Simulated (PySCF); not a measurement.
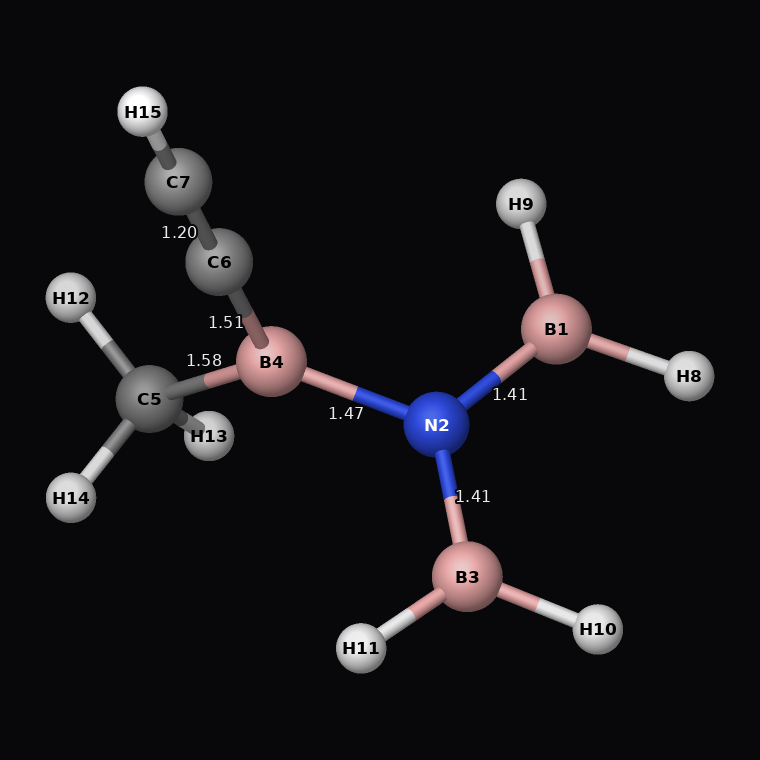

Bond lengths are marked in Å; every bond is drawn as one stick. Computed geometry: GFN2-xTB optimisation. No frequency run is at hand to confirm it as a minimum.

Assign a bond order to each marked bond.

B1–N2 single; N2–B3 single; N2–B4 single; B4–C5 single; B4–C6 single; C6–C7 triple.

Write the SMILES.

BN(B)B(C)C#C
